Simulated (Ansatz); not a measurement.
# H8N2OSi2: single point in a Gaussian basis

Aim: a single point in a Gaussian basis, for H8N2OSi2, run from a script. SMILES: N[SiH2]N[SiH2]O.

Computed with the Python package of Ansatz 0.2.0. Level of theory: B97M-V/6-31G.

### Step 1. Starting point

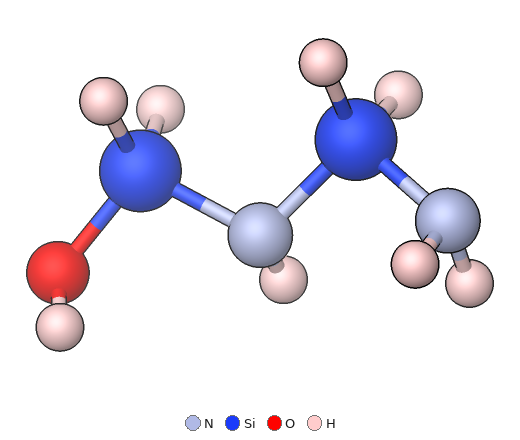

The structure that the script starts from, seen from a chosen angle (nitrogen light blue, silicon blue, oxygen red, hydrogen pink).

No structure file is read: the coordinates are typed or built in the script.

### Step 2. The script

Contents of run_energy.py:

```python
'''Electronic structure of the H8N2OSi2 molecule.'''

import argparse
import warnings

import ansatz as az
from ase import Atoms
import numpy as np

parser = argparse.ArgumentParser(description='Electronic structure of the H8N2OSi2 molecule.')
parser.add_argument('--basis', default='6-31G', help='basis')
args = parser.parse_args()

warnings.simplefilter('ignore', az.DeckWarning)

atoms = Atoms(['N', 'Si', 'N', 'Si', 'O', 'H', 'H', 'H', 'H', 'H', 'H', 'H', 'H'], positions=[
    (-0.4885, 1.6236, 1.7015),
    (-0.4644, 0.0473, 1.2285),
    (0.0144, 0.3079, -0.3659),
    (0.5074, -1.1821, -1.0293),
    (0.8746, -0.7855, -2.5783),
    (-1.1845, 2.1722, 1.079),
    (0.4013, 2.0757, 1.4973),
    (0.6025, -0.6029, 2.0413),
    (-1.8168, -0.4947, 1.2883),
    (-0.7304, 0.6769, -0.8598),
    (1.5806, -1.796, -0.3164),
    (-0.7446, -2.0474, -1.0511),
    (1.4689, -0.0297, -2.6204),
])
h8n2osi2 = az.Crystal.molecule_from_ase(atoms)

calc = (
    h8n2osi2.calculation()
    .basis(gaussian=args.basis)
    .functional(az.LibraryFunctional('B97M-V'))
    .forces()
)
data = calc.session().plan(threads=1).execute().report

print('reference energy %16.6f eV' % data['reference_energy_ev'])
print('total energy     %16.6f eV' % data['free_energy_ev'])
print('occupied orbitals outside the frozen core (up, down):', data['n_occupied'], ' frozen:', data['n_frozen'], ' virtual:', data['n_virtual'])

state = data['mean_field']['state']
print(f'mean field: {state["energy"]["hartree"]:.7f} Ha, <S^2> = {abs(state["spin_squared"]):.4f}, stability: {state.get("stability", {}).get("kind")}')

symbols = [site.symbol for site in h8n2osi2.cartesian_sites]
print('forces (eV/A)')
for symbol, f in zip(symbols, data['forces_ev_ang']):
    print(f'  {symbol:2s} {f[0]:9.4f} {f[1]:9.4f} {f[2]:9.4f}')

charges = data['charge_distribution']
dipole = np.array(charges['dipole_moment_e_ang']) * 4.803205
print('dipole (D): {:.3f} {:.3f} {:.3f}, length {:.3f}'.format(*dipole, np.linalg.norm(dipole)))
print('atom  Mulliken   Lowdin')
for symbol, m, l in zip(symbols, charges['mulliken_charges_e'], charges['lowdin_charges_e']):
    print(f'{symbol:4s} {m:9.3f} {l:8.3f}')
```

### Step 3. Running it

The run is started by

```sh
$ python run_energy.py
```

Standard output:

```text
reference energy    -20903.025499 eV
total energy        -20903.025499 eV
occupied orbitals outside the frozen core (up, down): [29, 29]  frozen: 0  virtual: [40, 40]
mean field: -768.1720185 Ha, <S^2> = 0.0000, stability: minimum
forces (eV/A)
  N    -1.8165    5.9922    0.0070
  Si   -0.0150   -2.0932    2.5574
  N     1.8788   -1.2756   -0.4533
  Si   -1.3730   -2.0110   -0.4887
  O     0.7915    0.1317   -2.5987
  H     1.1297   -0.8126    1.8830
  H    -0.0212    0.0809    0.6257
  H    -0.0696   -0.5066   -0.1799
  H    -0.6633   -0.5758    0.2832
  H    -1.5369    1.5378   -1.7329
  H     0.9803   -0.4848    0.8988
  H     0.4436   -0.3161   -0.1858
  H     0.2718    0.3331   -0.6159
dipole (D): 0.410 0.845 -0.410, length 1.024
atom  Mulliken   Lowdin
N       -0.913   -0.613
Si       0.920    0.682
N       -1.135   -0.779
Si       1.062    0.806
O       -0.799   -0.553
H        0.296    0.230
H        0.328    0.225
H       -0.118   -0.112
H       -0.117   -0.134
H        0.359    0.244
H       -0.135   -0.138
H       -0.151   -0.150
H        0.403    0.293
```

Wall time 15 s (1 thread of Intel Xeon Platinum 8259CL at 2.50GHz (Skylake/Cascade Lake), shared host); peak memory 0.28 GiB.

Lines on the test bed's own set-up are left out of the output.

A comment line of the script is reworded here; the code is as run.

### Step 4. Size and end state of the run

From the engine's report, whether the script printed it or not:

```csv
item,value
SCF cycles in all,17
orbitals,69
total energy (eV),-20903.02550
```

### Step 5. The command-line twin

Run from a file, the same calculation prints its log.

Contents of input.yaml:

```yaml
crystal:
  periodic: [false, false, false]
  atoms:
    - { symbol: "N", position_ang: [-0.4885, 1.6236, 1.7015] }
    - { symbol: Si, position_ang: [-0.4644, 0.0473, 1.2285] }
    - { symbol: "N", position_ang: [0.0144, 0.3079, -0.3659] }
    - { symbol: Si, position_ang: [0.5074, -1.1821, -1.0293] }
    - { symbol: O, position_ang: [0.8746, -0.7855, -2.5783] }
    - { symbol: H, position_ang: [-1.1845, 2.1722, 1.079] }
    - { symbol: H, position_ang: [0.4013, 2.0757, 1.4973] }
    - { symbol: H, position_ang: [0.6025, -0.6029, 2.0413] }
    - { symbol: H, position_ang: [-1.8168, -0.4947, 1.2883] }
    - { symbol: H, position_ang: [-0.7304, 0.6769, -0.8598] }
    - { symbol: H, position_ang: [1.5806, -1.796, -0.3164] }
    - { symbol: H, position_ang: [-0.7446, -2.0474, -1.0511] }
    - { symbol: H, position_ang: [1.4689, -0.0297, -2.6204] }
basis:
  gaussian: { orbitals: "6-31G" }
hamiltonian:
  xc: { name: B97M-V }
output:
  forces: true
```

The run is started by

```sh
$ ansatz run input.yaml --threads 1 --pin off --max-ram 4096MiB --backend cpu --events-out ev --progress --plain --runs-dir out
```

Standard output, shortened:

```text
Warning: RAYON_NUM_THREADS=1 ignored (pool sized by the plan → 1); use --threads N
[...]
Functional definition: B97M-V
[...]
  gx(w, u) = cx00 + cx01*u + cx02*u^2 + (cx10 + cx11*u)*w
  gss(w, u) = css00 + css02*u^2 + css10*w + (css32*w^3 + css42*w^4)*u^2
  gos(w, u) = cos00 + cos01*u + cos03*u^3 + cos10*w + cos32*w^3*u^2
[...]
      + integral(e_c_pw_mod_opposite_spin*gos(b97_w_opposite, b97_u_opposite)) + vv10(b, c)
875 factors; integrals over basis functions are off by at most 2.4e-4 eV
[...]
mean field -20903.02544199 eV, -768.1720164138 hartree, gradient 7.5e-6 eV, S^2 0.000000; 0 other end points of the search recorded, 0 dependent functions left out
[...]
reference -20903.02549923 eV, -768.1720185170 hartree; 29, 29 occupied and 40, 40 virtual orbitals, 875 factors
Total energy: -20903.02549923 eV, -768.1720185170 hartree
[...]
Atom 3 at     0.507400    -1.182100    -1.029300 Å, force    -1.373029    -2.010961    -0.488667 eV/Å
Atom 4 at     0.874600    -0.785500    -2.578300 Å, force     0.791533     0.131667    -2.598706 eV/Å
Atom 5 at    -1.184500     2.172200     1.079000 Å, force     1.129660    -0.812594     1.883048 eV/Å
Atom 6 at     0.401300     2.075700     1.497300 Å, force    -0.021202     0.080895     0.625668 eV/Å
Atom 7 at     0.602500    -0.602900     2.041300 Å, force    -0.069581    -0.506553    -0.179873 eV/Å
Atom 8 at    -1.816800    -0.494700     1.288300 Å, force    -0.663290    -0.575844     0.283196 eV/Å
Atom 9 at    -0.730400     0.676900    -0.859800 Å, force    -1.536915     1.537793    -1.732879 eV/Å
Atom 10 at     1.580600    -1.796000    -0.316400 Å, force     0.980272    -0.484771     0.898801 eV/Å
Atom 11 at    -0.744600    -2.047400    -1.051100 Å, force     0.443567    -0.316118    -0.185755 eV/Å
Atom 12 at     1.468900    -0.029700    -2.620400 Å, force     0.271751     0.333095    -0.615932 eV/Å
Dipole moment:     0.085285     0.175831    -0.085263 e Å
```

It took 16 s on 1 thread of Intel Xeon Platinum 8259CL at 2.50GHz (Skylake/Cascade Lake), shared host; peak memory 0.24 GiB.

Script and command line differ by 0.000 meV in the energy.

### Step 6. Results

| quantity | value |
| --- | --- |
| total energy | -20903.0255 eV |
| largest force | 6.262 eV/Å |
| dipole moment | 1.02 D |

Forces reach 6.26 eV/Å, so the atoms aren't at rest. What to keep in mind:
- The geometry is a force-field or estimated start, not a minimum of this method, and the basis set is short of its limit.
- The Löwdin charges here are taken after orthogonalising the functions within each atom; they differ from plain Löwdin charges, and their signs can be unphysical.
